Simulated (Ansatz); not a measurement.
Input

```
crystal:
  periodic: [false, false, false]
  atoms:
    - {symbol: C, position_ang: [0.544690, -0.729425, -0.821715]}
    - {symbol: B, position_ang: [0.608105, 0.006918, 0.344545]}
    - {symbol: Si, position_ang: [2.391723, -0.466913, -0.019195]}
    - {symbol: H, position_ang: [0.327108, -1.286299, -1.739679]}
basis:
  gaussian:
    orbitals: def2-TZVPD
hamiltonian:
  xc: pbe0
output: {forces: true, orbitals: {seedname: orbitals}}
```

Run with:

```sh
ansatz run input.yaml --threads 1 --pin off --max-ram 2610MiB --events-out events.jsonl --progress --plain --runs-dir runs
```

Geometry: PBE-D3(BJ)/def2-SVP.

Level of theory: isolated molecule in a Gaussian basis; Kohn-Sham density functional theory, functional PBE0 (Ansatz).

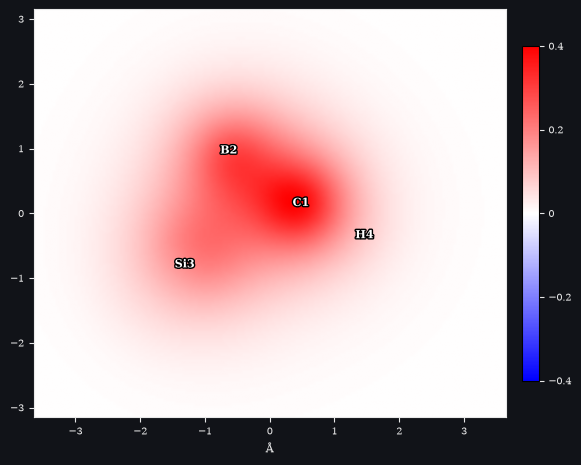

CHBSi (SMILES B1=[Si]=C1). The HOMO−1 on a plane 0.8 Å above the molecular plane (values in Å⁻³ᐟ²; the overall sign is arbitrary).

Q: Describe this orbital and give its energy.

A: By Hirshfeld shares it lies mainly on C1 (about 45 %), B2 (about 30 %) and Si3 (about 25 %); it changes sign across the molecular plane (π type); π-bonding across C1–B2, C1–Si3 and B2–Si3. Its energy is −8.04 eV.
